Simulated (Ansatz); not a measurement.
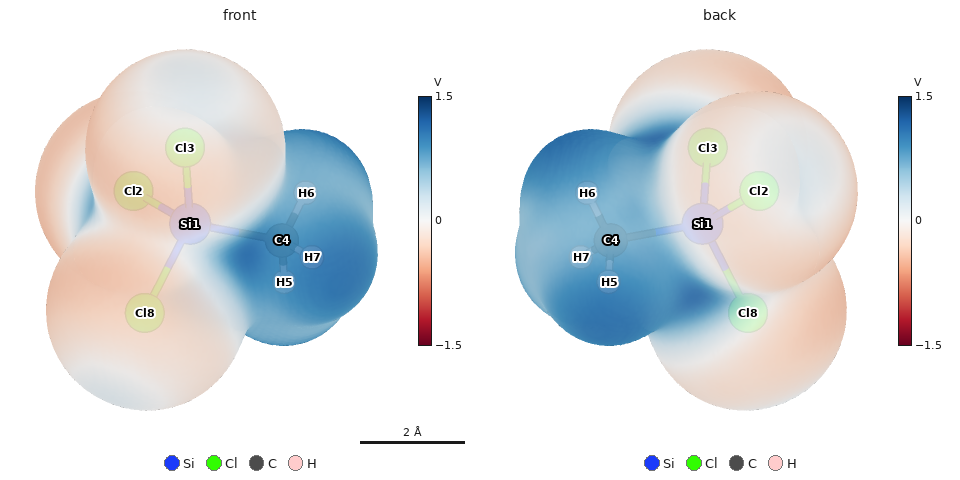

Figure 1: CH₃Cl₃Si. The electrostatic potential painted on the density surface at 0.002 e/bohr³, seen from the front and from behind; the colour scale runs from red (negative) to blue (positive).

Method: RKS PBE/def2-SVP (Ansatz).

```xyz
8

Si   -0.0027    0.0052   -0.0017
Cl   -0.2129   -0.1674    2.0511
Cl    2.0177    0.1008   -0.4456
C    -0.8803    1.5252   -0.6224
H    -1.9628    1.4585   -0.3946
H    -0.4658    2.4293   -0.1335
H    -0.7494    1.6183   -1.7189
Cl   -0.7855   -1.6967   -0.8842
```

Where is the surface potential most negative and most positive?

Answer. The most negative region (about −0.4 V) lies over Cl2, Cl3 and Cl8, the most positive (about +1.1 V) over Si1, H5, H6 and H7. Cl8 shows a σ-hole: about +0.1 V at the tip opposite its bond, against about −0.2 V on its flanks.
